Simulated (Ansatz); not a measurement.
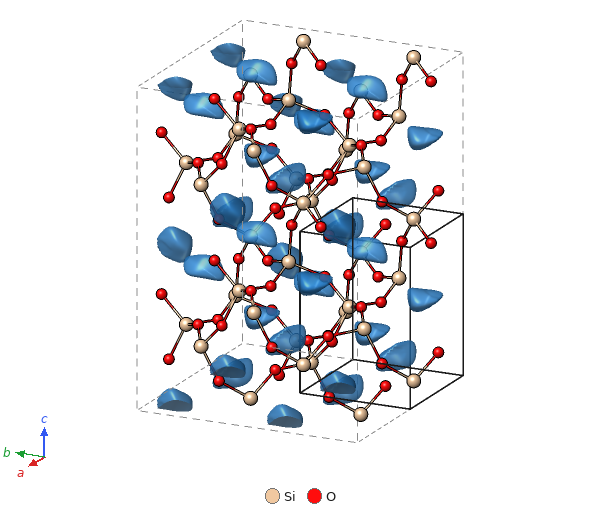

Bond-valence mismatch map for Na+ in SiO₂ (P4_12_12, No. 92): the blue surface encloses the points where |V − 1| < 0.3 v.u. (2×2×2 cells, view from a free direction). Pale faces close the region where the drawn box cuts it.

At each point the valence sum V of a Na+ ion is computed from the anions within 5 Å (s = exp((R0 − d)/b), R0 fitted to published crystal structures with b = 0.37 Å; R0: Na+–O 1.774 Å). Points too close to the other cations are excluded (2.3 Å from Si). Na+ is a guest here, not part of the formula. This is an empirical screen for pathways, not an energy calculation.

The cell is taken from the geometry relaxed with DFT, PAW plane waves, r2scan in Ansatz 0.2.0.

```xyz
12
Lattice="4.9767 0.0000 0.0000 0.0000 4.9767 0.0000 0.0000 0.0000 6.9117" Properties=species:S:1:pos:R:3 pbc="T T T"
Si    1.5066    1.5066    0.0000
Si    0.9817    3.9950    1.7279
Si    3.4700    3.4700    3.4559
Si    3.9950    0.9817    5.1838
O     1.1847    0.5466    1.2558
O     1.9418    3.6730    2.9838
O     3.7920    4.4301    4.7117
O     3.0349    1.3037    6.4396
O     3.6730    1.9418    3.9279
O     4.4301    3.7920    2.2000
O     1.3037    3.0349    0.4721
O     0.5466    1.1847    5.6559
```

How are the low-mismatch regions connected?

No path at this level: the regions are isolated pockets that do not connect across cells.

At which mismatch do paths open?

From a mismatch of about 0.60 v.u. the regions form a three-dimensional network. These are grid estimates, good to about 0.1 v.u.
